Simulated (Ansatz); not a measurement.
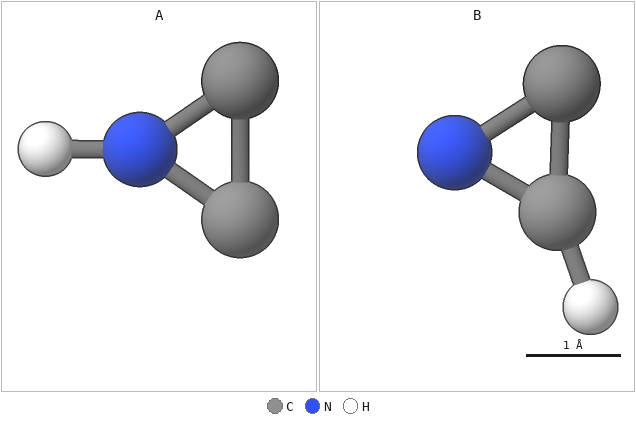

The two relaxed end points of a path for C$_{2}$HN. A ball-and-stick model, seen face on.

Theory: Ansatz, RHF/def2-SVP.

Run with 5 movable images; climbing image; force threshold 0.05 eV/Å; iteration limit 60.

Start:
```xyz
4

C    -0.2916   -0.5195    0.9068
C     1.0253   -0.1226    0.3331
N    -0.1322    0.1157   -0.2233
H    -0.6015    0.5265   -1.0165
```

End:
```xyz
4

C    -0.1002    0.1342   -0.2534
C     1.0477   -0.1832    0.4449
N    -0.2243   -0.4830    0.8482
H    -0.7232    0.5320   -1.0397
```

What barrier does the band find between them, and by what path?

The energy climbs by 2.00 eV to image 3 and then falls by 3.34 eV, so the end point sits at −1.34 eV. A hydrogen atom shifts from one atom to another. Breaking: N3–H4 (1.01 → 1.09 at the top → 2.20 Å). Forming: C1–H4 (2.21 → 1.37 at the top → 1.08 Å). The band converged in 22 iterations, with a climbing image at the top. At the top, the vibrational analysis gives one imaginary mode (1018i cm⁻¹), as a transition state must have.

Energies of the converged images:

```csv
image,path (Å),E (eV)
0,0.00,0.000
1,0.31,0.533
2,0.62,1.595
3,0.93,2.001
4,1.32,1.030
5,1.72,-0.559
6,2.11,-1.343
```

The geometry at the top of the path:

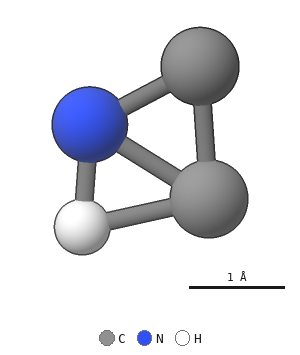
